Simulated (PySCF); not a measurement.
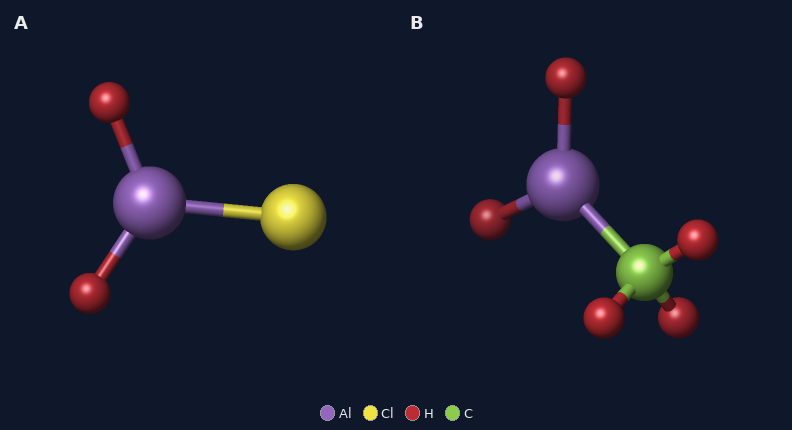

Two related species, optimised with PBE0-D3(BJ)/def2-SVP; properties computed with PySCF 2.14.0. Both: charge 0, singlet.

What are A and B?

Answer. A is AlClH2, B is CH5Al.

Compare them. With CAM-B3LYP/def2-SVPD: dipole moment (D), HOMO–LUMO gap (eV), HOMO energy (Kohn–Sham orbital) (eV), lowest vertical singlet excitation (eV), mean static polarisability (bohr³). With PBE0-D3(BJ)/def2-SVP: mean Al–H length (Å).

| quantity | A | B |
| --- | --- | --- |
| dipole moment (D) | 1.42 | 0.70 |
| HOMO–LUMO gap (eV) | 9.23 | 9.13 |
| HOMO energy (Kohn–Sham orbital) (eV) | −9.99 | −9.50 |
| lowest vertical singlet excitation (eV) | 5.52 | 5.40 |
| mean static polarisability (bohr³) | 42.0 | 43.3 |
| mean Al–H length (Å) | 1.579 | 1.593 |

Each is one conformer, and no frequency run is at hand to confirm it as a minimum.
